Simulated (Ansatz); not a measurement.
Computed with PBE (plane waves to 420 eV, PAW; Ansatz, an electronic-structure program).

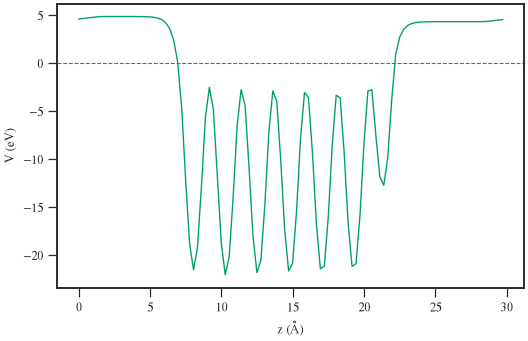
Planar average of the electrostatic potential across the slab, in eV from the Fermi level, for a constructed model of the (110) surface of bcc W, a pseudomorphic layer of Cu in the host's stacking (bottom of the slab: a bare face, its two planes held)

Set-up: 7 atoms, 13.9 Å thick at the start with caps and adatoms (thin: gaps and levels are the slab's own); mesh 14x14x1; 0.1 eV smearing; dipole correction on; 2 atoms held, the rest relaxed; held to the start's symmetry, so lower structures may exist; no spin, no spin-orbit, no U. It is one candidate, not shown to be the stable structure of the face.

The vacuum level lies 4.35 eV above the Fermi level over the top face and 4.89 eV above it under the bottom face.
